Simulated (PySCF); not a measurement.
Molecule: C₄H₁₀O₂Si, SMILES COC(=O)CC[SiH3]. Atoms near the plane z = 1.0 Å, at the GFN2-xTB optimised geometry (x, y, z in Å): C3 (0.4, -0.6, 0.0), O4 (1.0, 0.3, 0.5), C5 (-1.1, -0.6, 0.0), C6 (-1.7, 0.8, 0.0), Si7 (-0.8, 1.9, 1.3), H10 (2.7, -1.8, 0.4), H12 (-1.4, -1.1, 0.9), H13 (-2.7, 0.8, 0.2), H16 (0.3, 2.7, 0.8), H17 (-1.9, 2.9, 1.7).

Method: B3LYP/def2-SVP in PySCF. Cells within 0.4 Å of a nucleus heavier than hydrogen are left out (blank, or x). The values are rescaled to run from 0 to 1.

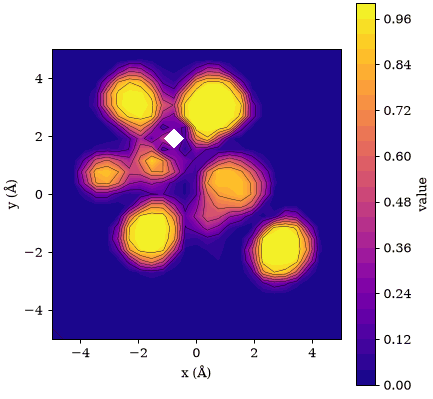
Figure: a field on the plane z = 1.0 Å.

Which quantity is mapped?
A) log10 of the electron density
B) Laplacian of the electron density
C) electron localisation function
D) electrostatic potential

C, electron localisation function
